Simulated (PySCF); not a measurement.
```xyz
18
charge 0, multiplicity 1
C    -1.0726    1.2850    1.0037
C    -0.9316    0.1813    0.2597
C    -1.7690   -0.0657   -0.9594
C     0.0976   -0.8674    0.5964
C     1.1796   -1.0441   -0.4784
Si    2.1054    0.5438   -0.9224
H    -1.8146    2.0485    0.7537
H    -0.4515    1.4598    1.8868
H    -1.1514   -0.0627   -1.8732
H    -2.5483    0.6992   -1.0799
H    -2.2553   -1.0543   -0.9107
H     0.5745   -0.6052    1.5541
H    -0.4140   -1.8342    0.7567
H     1.9246   -1.7818   -0.1358
H     0.7542   -1.4644   -1.4058
H     3.2715    0.2077   -1.7982
H     2.6190    1.2102    0.3149
H     1.2337    1.5083   -1.6595
```

Describe the molecule in this file.

Formula C₅H₁₂Si. As SMILES it reads `C=C(C)CC[SiH3]`. It has no ring. Among its groups: alkene, Si–H bond. This geometry has C1 symmetry. Coordination: 2 C trigonal planar; 3 C tetrahedral; 1 Si tetrahedral.

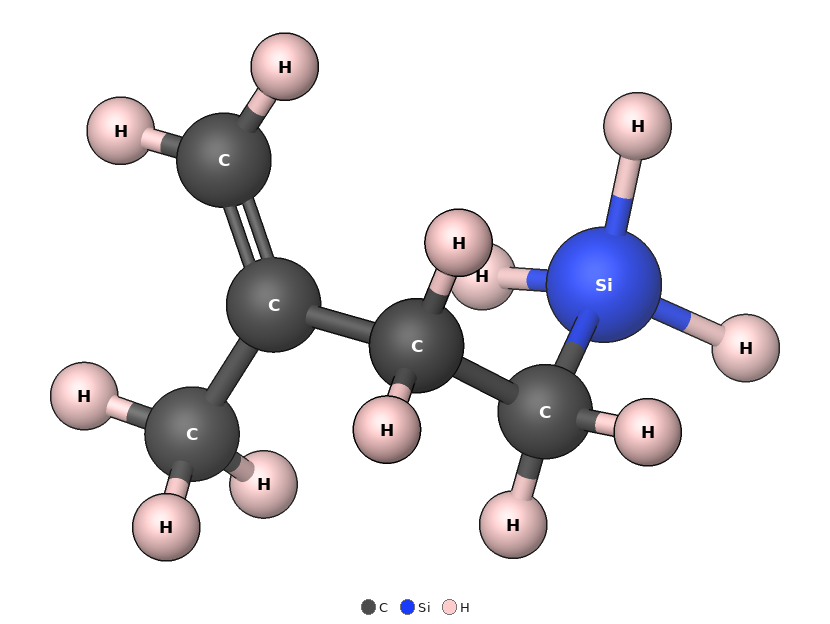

The picture comes from a calculation with PySCF.
